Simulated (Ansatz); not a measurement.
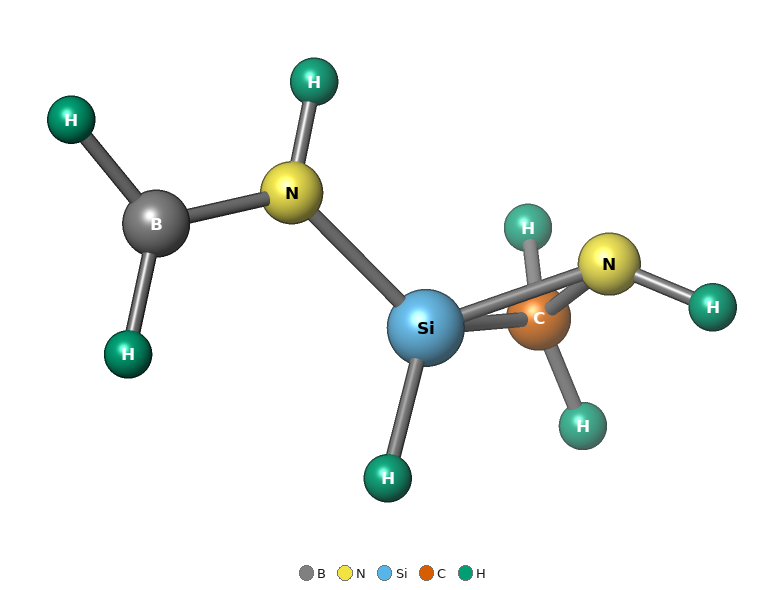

Distant atoms are faded towards the background colour. The geometry was computed by an optimisation with PBE0-D4/def2-TZVP. No frequency run is at hand to confirm it as a minimum.

**List the symmetry elements and name the point group.**

It has no symmetry element but the identity, so the point group is C1. The group has 1 operation. The geometry is chiral, and symmetry allows a dipole moment.
